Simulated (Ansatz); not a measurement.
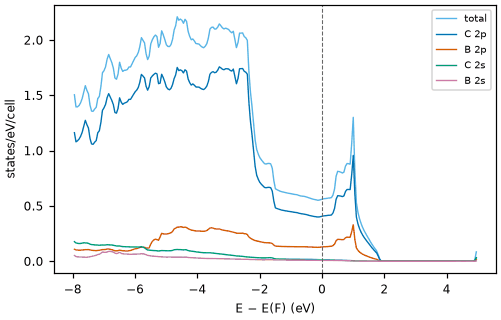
*Total and projected density of states of BC5 in space group I-4m2 (No. 119; B on 2c, C on 4e, C on 2b, C on 4f), plane-wave PAW r²SCAN (Ansatz code)*

Task: Which orbitals carry the states next to the Fermi level?

Result: Within 0.5 eV of the Fermi level: C 2p 73 %, B 2p 23 %. Projections are on Löwdin-orthogonalised atomic valence shells; empty p or d shells of many metals are not among them.

Task: Where is the tallest occupied peak in this window, and what makes it?

Result: Near -4.6 eV, about 2.2 states/eV per cell; the largest projected share is C 2p.

The first step of the workflow began from a Materials Project structure, measured or hypothetical; the Crystallography Open Database copy checked does not list it. Whether it is the stable phase at ambient conditions was not checked. The cell was relaxed with r²SCAN under the symmetry of its start; whether a distortion lowers the energy is not shown. Its formation energy is positive at this level, so the cell may be metastable or incomplete.

Potentials: the later of the program's two PAW sets.
